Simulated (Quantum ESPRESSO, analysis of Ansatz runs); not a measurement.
## Migration in LiTaF6 (R-3): Li_i hop between interstitial places, charge +1 (Quantum ESPRESSO)

Wanted: path and barrier of a jump of Li in LiTaF6 (R-3) at charge +1. The case: Li_i hop between interstitial places, in a cell of 64 host atoms with 1 Li put in.

Method: Quantum ESPRESSO plane-wave DFT, PBEsol, GBRV 1.5 PBEsol potentials; nudged elastic band between two relaxed defect structures at fixed charge in a uniform background, in Quantum ESPRESSO 7.5.

## 1. Starting point

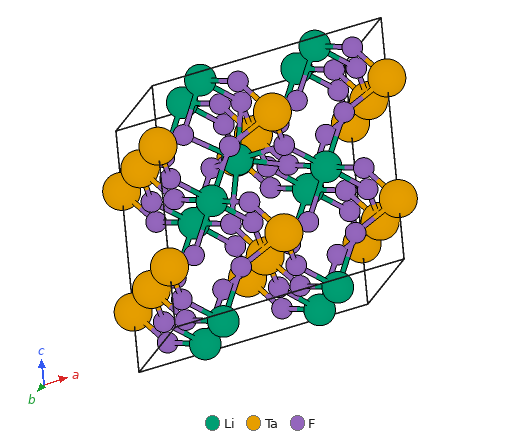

The cell as given, slightly off an axis (lithium teal, tantalum orange, fluorine purple). Some periodic images of atoms are drawn too.

The cell holds 65 atoms: 9 Li, 8 Ta and 48 F. Cell: a = 10.883 Å, b = 10.883 Å, c = 10.883 Å, α = 56.9°, β = 56.9°, γ = 56.9°. It derives from LiTaF6 (space group R-3). Nearest the centre at fractional (0.500, 0.500, 0.250): F36 at 1.55 Å, F23 at 1.56 Å, Li65 at 1.57 Å, F19 at 2.30 Å, F38 at 2.31 Å, Li17 at 2.58 Å, Li33 at 2.58 Å, Ta58 at 2.73 Å. The cell carries charge +1.

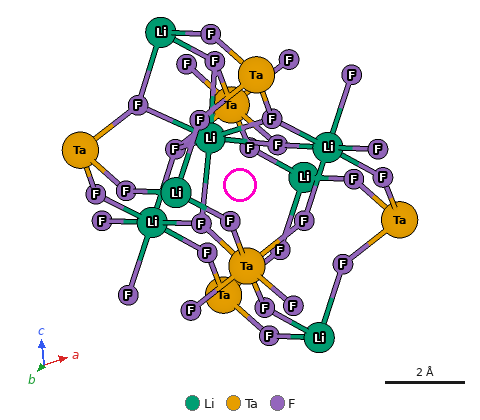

The atoms within 5 Å of the centre. A ring marks the centre wherever it is empty.

The cell's shortest repeat is 10.4 Å.

## 2. Relaxation of the start point, charge +1

The ends come first: from an unrelaxed start the top is counted from too high an energy, and the barrier comes out too low. Small random displacements break the symmetry of the ideal sites, so that the defect can distort if it gains by it. The charge of +1 is set by the electron count, and a uniform background keeps the cell neutral.

File pw.in:

```
&CONTROL
  calculation = 'relax'
  prefix = 'pwscf'
  outdir = './tmp'
  pseudo_dir = './pseudo'
  tprnfor = .true.
  disk_io = 'low'
  nstep = 70
  forc_conv_thr = 0.0012
  etot_conv_thr = 0.0001
/
&SYSTEM
  ibrav = 0
  nat = 65
  ntyp = 3
  ecutwfc = 40
  ecutrho = 324
  nbnd = 237
  occupations = 'fixed'
  tot_charge = 1
  nosym = .true.
/
&ELECTRONS
  conv_thr = 6d-08
  electron_maxstep = 100
  mixing_beta = 0.5
/
&IONS
  ion_dynamics = 'bfgs'
/
ATOMIC_SPECIES
Li     6.9400 li_pbesol_v1.4.uspp.F.UPF
Ta   180.9479 ta_pbesol_v1.uspp.F.UPF
F     18.9984 f_pbesol_v1.4.uspp.F.UPF
CELL_PARAMETERS angstrom
   5.1867002161    2.9945428040    9.0872770907
  -5.1867002161    2.9945428040    9.0872770907
   0.0000000000   -5.9890854080    9.0872770909
ATOMIC_POSITIONS crystal
Li     0.2500000000    0.2500000000    0.2500000000
Ta     0.0000000000    0.0000000000    0.0000000000
F      0.3257590229    0.1220265940    0.4307922100
F      0.1220265940    0.4307922099    0.3257590230
F      0.4277970885    0.3251914537    0.1244510426
F      0.1742409771    0.3779734060    0.0692077900
F      0.3779734060    0.0692077901    0.1742409770
F      0.0692077900    0.1742409771    0.3779734060
Li     0.2500000000    0.2500000000    0.7500000000
Ta     0.0000000000    0.0000000000    0.5000000000
F      0.3257590229    0.1220265940    0.9307922100
F      0.1220265940    0.4307922099    0.8257590230
F      0.4273879835    0.3261845841    0.6234232943
F      0.1772727071    0.3768334475    0.5667804545
F      0.3779734060    0.0692077901    0.6742409770
F      0.0692077900    0.1742409771    0.8779734060
Li     0.2502750048    0.7470362856    0.2501325052
Ta     0.0000000000    0.5000000000    0.0000000000
F      0.3249161499    0.6191885827    0.4333091569
F      0.1220265940    0.9307922099    0.3257590230
F      0.4309856544    0.8260112171    0.1190441915
F      0.1742409771    0.8779734060    0.0692077900
F      0.3764158242    0.5671510079    0.1773694606
F      0.0665387181    0.6771124396    0.3770839717
Li     0.2500000000    0.7500000000    0.7500000000
Ta     0.0000000000    0.5000000000    0.5000000000
F      0.3257590229    0.6220265940    0.9307922100
F      0.1220265940    0.9307922099    0.8257590230
F      0.4307922100    0.8257590229    0.6220265940
F      0.1742409771    0.8779734060    0.5692077900
F      0.3779734060    0.5692077901    0.6742409770
F      0.0692077900    0.6742409771    0.8779734060
Li     0.7497815890    0.2527833529    0.2501579252
Ta     0.5000000000    0.0000000000    0.0000000000
F      0.8257590229    0.1220265940    0.4307922100
F      0.6201429611    0.4287083170    0.3275901703
F      0.9300688588    0.3291841192    0.1200806876
F      0.6736217249    0.3780796982    0.0667759659
F      0.8779734060    0.0692077901    0.1742409770
F      0.5667571659    0.1748042628    0.3770430462
Li     0.7500000000    0.2500000000    0.7500000000
Ta     0.5000000000    0.0000000000    0.5000000000
F      0.8257590229    0.1220265940    0.9307922100
F      0.6220265940    0.4307922099    0.8257590230
F      0.9307922100    0.3257590229    0.6220265940
F      0.6742409771    0.3779734060    0.5692077900
F      0.8779734060    0.0692077901    0.6742409770
F      0.5692077900    0.1742409771    0.8779734060
Li     0.7500000000    0.7500000000    0.2500000000
Ta     0.4978882651    0.5024064475   -0.0018698203
F      0.8257590229    0.6220265940    0.4307922100
F      0.6220265940    0.9307922099    0.3257590230
F      0.9307922100    0.8257590229    0.1220265940
F      0.6742409771    0.8779734060    0.0692077900
F      0.8779734060    0.5692077901    0.1742409770
F      0.5722514155    0.6719116147    0.3784775775
Li     0.7500000000    0.7500000000    0.7500000000
Ta     0.4966798732    0.5020704818    0.5011886380
F      0.8262098327    0.6218129279    0.9333961531
F      0.6220265940    0.9307922099    0.8257590230
F      0.9307922100    0.8257590229    0.6220265940
F      0.6742409771    0.8779734060    0.5692077900
F      0.8779734060    0.5692077901    0.6742409770
F      0.5714886881    0.6713264696    0.8794492949
Li     0.4017036940    0.4007366434    0.4061024367
K_POINTS gamma
```

Started as:

```sh
$ OMP_NUM_THREADS=1 mpirun -n 4 pw.x -in pw.in > pw.out
```

The program printed:

```text
[shortened: banners, details of potentials and solvers, and blank lines are left out]
     gamma-point specific algorithms are used
     one sub-group per band group will be used
     scalapack distributed-memory algorithm (size of sub-group:  2*  2 procs)
     bravais-lattice index     =            0
     lattice parameter (alat)  =      20.5666  a.u.
     unit-cell volume          =    5714.8296 (a.u.)^3
     number of atoms/cell      =           65
     number of atomic types    =            3
     number of electrons       =       466.00
     number of Kohn-Sham states=          237
     kinetic-energy cutoff     =      40.0000  Ry
     charge density cutoff     =     324.0000  Ry
     scf convergence threshold =      6.0E-08
     mixing beta               =       0.5000
     number of iterations used =            8  plain     mixing
     energy convergence thresh.=      1.0E-04
     force convergence thresh. =      1.2E-03
     Exchange-correlation= SLA  PW   PSX  PSC
                           (   1   4  10   8   0   0   0)
     nstep                     =           70
     crystal axes: (cart. coord. in units of alat)
               a(1) = (   0.476571   0.275148   0.834969 )
               a(2) = (  -0.476571   0.275148   0.834969 )
               a(3) = (   0.000000  -0.550297   0.834969 )
     PseudoPot. # 1 for Li read from file:
     li_pbesol_v1.4.uspp.F.UPF
     Pseudo is Ultrasoft, Zval =  3.0
     PseudoPot. # 2 for Ta read from file:
     ta_pbesol_v1.uspp.F.UPF
     Pseudo is Ultrasoft + core correction, Zval = 13.0
[...]
PseudoPot. # 3 for F  read from file:
     f_pbesol_v1.4.uspp.F.UPF
     Pseudo is Ultrasoft, Zval =  7.0
     atomic species   valence    mass     pseudopotential
     Li                3.00     6.94000     Li( 1.00)
     Ta               13.00   180.94790     Ta( 1.00)
     F                 7.00    18.99840     F ( 1.00)
     No symmetry found
     site n.     atom                  positions (alat units)
         1        Li     tau(   1) = (   0.0000000   0.0000000   0.6262268  )
         2        Ta     tau(   2) = (   0.0000000   0.0000000   0.0000000  )
         3        F      tau(   3) = (   0.0970930  -0.1138561   0.7335853  )
         4        F      tau(   4) = (  -0.1471488  -0.0271569   0.7335853  )
         5        F      tau(   5) = (   0.0488989   0.1386986   0.7326349  )
         6        F      tau(   6) = (  -0.0970930   0.1138561   0.5188683  )
         7        F      tau(   7) = (   0.1471488   0.0271569   0.5188683  )
         8        F      tau(   8) = (  -0.0500558  -0.1410131   0.5188683  )
[...]
number of k points=     1
                       cart. coord. in units 2pi/alat
        k(    1) = (   0.0000000   0.0000000   0.0000000), wk =   2.0000000
     Dense  grid:   281384 G-vectors     FFT dimensions: ( 120, 120, 120)
     Smooth grid:    97751 G-vectors     FFT dimensions: (  90,  90,  90)
     Check: negative core charge=   -0.000002
     starting charge     462.9346, renormalised to     466.0000
     Self-consistent Calculation
     iteration #  1     ecut=    40.00 Ry     beta= 0.50
     total energy              =   -3595.84937631 Ry
     estimated scf accuracy    <      10.91804587 Ry
     iteration #  2     ecut=    40.00 Ry     beta= 0.50
     total energy              =   -3598.98361769 Ry
     estimated scf accuracy    <       5.12899472 Ry
     iteration #  3     ecut=    40.00 Ry     beta= 0.50
     total energy              =   -3599.96296251 Ry
     estimated scf accuracy    <       0.10034333 Ry
[...]
estimated scf accuracy    <       0.00001953 Ry
     iteration # 10     ecut=    40.00 Ry     beta= 0.50
     total energy              =   -3600.04434892 Ry
     estimated scf accuracy    <       0.00000786 Ry
[... 123 further cycles ...]
     iteration #  7     ecut=    40.00 Ry     beta= 0.50
     total energy              =   -3600.10673181 Ry
     estimated scf accuracy    <          1.8E-09 Ry
     iteration #  8     ecut=    40.00 Ry     beta= 0.50
     End of self-consistent calculation
          k = 0.0000 0.0000 0.0000 ( 12261 PWs)   bands (ev):
   -66.1541 -65.9762 -65.9758 -65.9743 -65.7789 -65.7169 -65.7163 -65.7131
   -40.3474 -39.3763 -39.3755 -39.3714 -39.3244 -39.3233 -39.3226 -39.2601
   -39.1797 -32.8652 -32.8408 -32.8404 -32.6683 -32.6673 -32.6652 -32.6639
   -32.6636 -32.6616 -32.6523 -32.6519 -32.6500 -32.4698 -32.4691 -32.4631
   -32.4114 -32.4106 -32.4092 -32.4056 -32.4048 -32.4026 -32.3994 -32.3987
   -32.3964 -20.2532 -20.0905 -20.0727 -20.0707 -19.9820 -19.9808 -19.8860
   -19.8502 -19.8306 -19.8283 -19.7769 -19.7569 -19.7555 -19.7287 -19.7109
   -19.7100 -19.6355 -19.6340 -19.5991 -19.5869 -19.5861 -19.5511 -19.5293
[...]
highest occupied, lowest unoccupied level (ev):     0.3000    6.4567
!    total energy              =   -3600.10673181 Ry
     estimated scf accuracy    <          1.5E-10 Ry
     The total energy is the sum of the following terms:
     one-electron contribution =   -1955.04645772 Ry
     hartree contribution      =    1163.88559929 Ry
     xc contribution           =    -806.72819733 Ry
     ewald contribution        =   -2002.21767604 Ry
     convergence has been achieved in   8 iterations
     Forces acting on atoms (cartesian axes, Ry/au):
     atom    1 type  1   force =    -0.00004449    0.00004130   -0.00054052
     atom    2 type  2   force =     0.00032920    0.00015989    0.00032251
     atom    3 type  3   force =    -0.00041306   -0.00029315   -0.00007039
     atom    4 type  3   force =    -0.00009954    0.00031102   -0.00003441
     atom    5 type  3   force =     0.00034134    0.00013464    0.00018193
     atom    6 type  3   force =    -0.00006736    0.00021216    0.00024307
     atom    7 type  3   force =     0.00044878   -0.00000480    0.00015511
     atom    8 type  3   force =    -0.00025928   -0.00039878    0.00015891
[...]
Total force =     0.005739     Total SCF correction =     0.000032
     Energy error            =      8.7E-05 Ry
     Gradient error          =      1.3E-03 Ry/Bohr
     number of scf cycles    =  16
     number of bfgs steps    =  15
     energy             old  =   -3600.1066449596 Ry
     energy             new  =   -3600.1067318079 Ry
     CASE: energy            _new < energy            _old
     new trust radius        =       0.0057474693 bohr
     new conv_thr            =       0.0000000006 Ry
ATOMIC_POSITIONS (crystal)
Li               0.2482401395        0.2482010495        0.2485130574
Ta               0.0000772798        0.0003541282        0.0002193682
F                0.3251156445        0.1207335226        0.4310311202
F                0.1206872939        0.4309423368        0.3253696382
F                0.4303491655        0.3251084088        0.1212036160
F                0.1740672160        0.3784134122        0.0687666180
F                0.3782627190        0.0686032175        0.1742068154
F                0.0689267636        0.1739814845        0.3782621327
[...]
Check: negative core charge=   -0.000002
     Self-consistent Calculation
     iteration #  1     ecut=    40.00 Ry     beta= 0.50
     total energy              =   -3600.10676940 Ry
     estimated scf accuracy    <       0.00001632 Ry
     iteration #  2     ecut=    40.00 Ry     beta= 0.50
     total energy              =   -3600.10677072 Ry
     estimated scf accuracy    <       0.00000290 Ry
     iteration #  3     ecut=    40.00 Ry     beta= 0.50
     total energy              =   -3600.10677114 Ry
     estimated scf accuracy    <       0.00000050 Ry
[...]
estimated scf accuracy    <       0.00000001 Ry
     iteration #  6     ecut=    40.00 Ry     beta= 0.50
     total energy              =   -3600.10677123 Ry
     estimated scf accuracy    <          1.3E-09 Ry
     iteration #  7     ecut=    40.00 Ry     beta= 0.50
     total energy              =   -3600.10677123 Ry
     estimated scf accuracy    <          7.1E-10 Ry
     iteration #  8     ecut=    40.00 Ry     beta= 0.50
     End of self-consistent calculation
          k = 0.0000 0.0000 0.0000 ( 12261 PWs)   bands (ev):
   -66.1577 -65.9761 -65.9756 -65.9729 -65.7773 -65.7170 -65.7163 -65.7161
   -40.3534 -39.3800 -39.3756 -39.3748 -39.3260 -39.3225 -39.3209 -39.2613
   -39.1779 -32.8683 -32.8438 -32.8435 -32.6708 -32.6698 -32.6667 -32.6632
   -32.6623 -32.6596 -32.6513 -32.6506 -32.6479 -32.4672 -32.4670 -32.4609
   -32.4113 -32.4108 -32.4103 -32.4058 -32.4048 -32.4045 -32.3990 -32.3983
   -32.3980 -20.2560 -20.0950 -20.0794 -20.0772 -19.9853 -19.9840 -19.8870
   -19.8477 -19.8288 -19.8265 -19.7757 -19.7551 -19.7540 -19.7248 -19.7083
   -19.7075 -19.6319 -19.6310 -19.5986 -19.5845 -19.5839 -19.5488 -19.5293
[...]
highest occupied, lowest unoccupied level (ev):     0.3004    6.4533
!    total energy              =   -3600.10677123 Ry
     estimated scf accuracy    <          4.2E-11 Ry
     The total energy is the sum of the following terms:
     one-electron contribution =   -1954.88701799 Ry
     hartree contribution      =    1163.80544666 Ry
     xc contribution           =    -806.72538695 Ry
     ewald contribution        =   -2002.29981294 Ry
     convergence has been achieved in   8 iterations
     Forces acting on atoms (cartesian axes, Ry/au):
     atom    1 type  1   force =    -0.00003305    0.00001795   -0.00053130
     atom    2 type  2   force =    -0.00020284   -0.00018450    0.00005582
     atom    3 type  3   force =    -0.00003011   -0.00040616    0.00023946
     atom    4 type  3   force =    -0.00023148    0.00020055    0.00012111
     atom    5 type  3   force =     0.00025481    0.00040160    0.00039462
     atom    6 type  3   force =    -0.00016227    0.00019798    0.00012468
     atom    7 type  3   force =     0.00041091    0.00002230    0.00006356
     atom    8 type  3   force =    -0.00020147   -0.00038200    0.00010286
[...]
Total force =     0.004466     Total SCF correction =     0.000017
     Energy error            =      3.9E-05 Ry
     Gradient error          =      1.1E-03 Ry/Bohr
     bfgs converged in  17 scf cycles and  16 bfgs steps
     (criteria: energy <  1.0E-04 Ry, force <  1.2E-03 Ry/Bohr)
     End of BFGS Geometry Optimization
     Final energy             =   -3600.1067712259 Ry
Begin final coordinates
ATOMIC_POSITIONS (crystal)
Li               0.2482401395        0.2482010495        0.2485130574
Ta               0.0000772798        0.0003541282        0.0002193682
F                0.3251156445        0.1207335226        0.4310311202
F                0.1206872939        0.4309423368        0.3253696382
F                0.4303491655        0.3251084088        0.1212036160
F                0.1740672160        0.3784134122        0.0687666180
F                0.3782627190        0.0686032175        0.1742068154
F                0.0689267636        0.1739814845        0.3782621327
[...]
End final coordinates
   JOB DONE.
```

Wall time 10 min (4 MPI ranks of Arm Neoverse V2, shared host); peak memory 2.2 GiB; 40 min of CPU time.

Step by step:

| step | energy less that of the first step (eV) |
| --- | --- |
| 0 | 0.0000 |
| 1 | -0.3435 |
| 2 | -0.5160 |
| 3 | -0.6614 |
| 4 | -0.7468 |
| 5 | -0.7792 |
| 6 | -0.7963 |
| 7 | -0.8070 |
| 8 | -0.8190 |
| 9 | -0.8311 |
| 10 | -0.8383 |
| 11 | -0.8413 |
| 12 | -0.8433 |
| 13 | -0.8455 |
| 14 | -0.8476 |
| 15 | -0.8487 |
| 16 | -0.8493 |

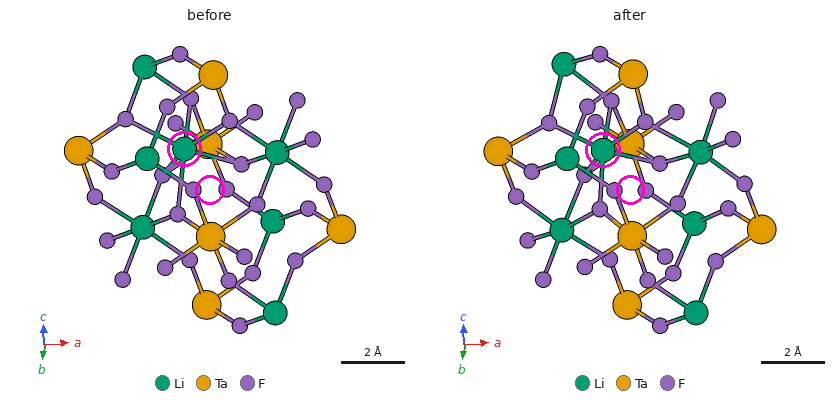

Before and after: the atoms that start within 5 Å of the centre. Li65, which moves most, is ringed if it is among them. A ring with no atom in it marks the empty centre.

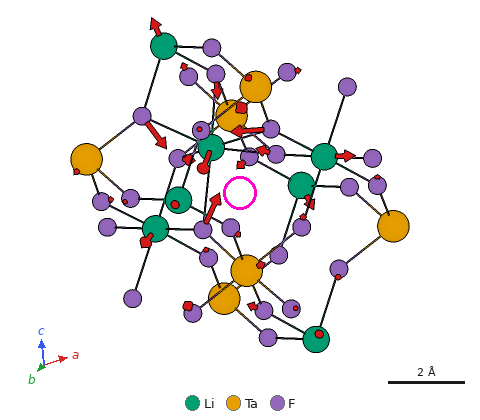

Displacements in the relaxation near the centre, exaggerated; the longest in the cell stands for 0.23 Å. A ring marks the centre wherever it is empty.

The atoms that moved most (Å):

| atom | dx | dy | dz | length |
| --- | --- | --- | --- | --- |
| Li65 | -0.002 | 0.027 | -0.232 | 0.234 |
| F40 | -0.167 | -0.050 | 0.022 | 0.176 |
| F23 | 0.135 | -0.113 | 0.003 | 0.176 |
| F14 | 0.027 | 0.164 | 0.003 | 0.166 |
| Li17 | -0.095 | 0.054 | 0.053 | 0.122 |
| Li33 | 0.094 | 0.038 | 0.005 | 0.101 |
| Li9 | -0.004 | -0.094 | 0.032 | 0.099 |
| Ta58 | 0.026 | 0.006 | 0.094 | 0.098 |

Neighbours of Li65 at the end:

| atom | distance (Å) |
| --- | --- |
| F23 | 1.945 |
| F40 | 1.947 |
| F14 | 1.949 |
| F36 | 2.268 |
| F13 | 2.277 |
| F19 | 2.283 |
| Ta58 | 2.975 |
| Li33 | 3.148 |
| Li9 | 3.152 |
| Li17 | 3.155 |
| F15 | 3.182 |
| F38 | 3.184 |
| F24 | 3.194 |

Read from the output:

```
highest filled level                                                                              : 0.3004 eV
lowest empty level                                                                                : 6.453 eV
r.m.s. move of the farther half of the atoms                                                      : 0.03610 Å
largest move from the ideal geometry of this structure, a common shift of the far atoms taken out : 0.2423 Å
```

The relaxation gained 0.849 eV and ended with a largest force component of 0.027 eV/Å.

(Continued in part 2 of 3.)

[Logs are printed without paths, hosts, clocks, repeated set-up lines and the standing remarks that a program may print on its own settings, such as how far it seeks lower states.]

[Hosts, paths, dates, database ids (printed as entryN), source tags and the programs' standing remarks are cut or masked in the printed files.]
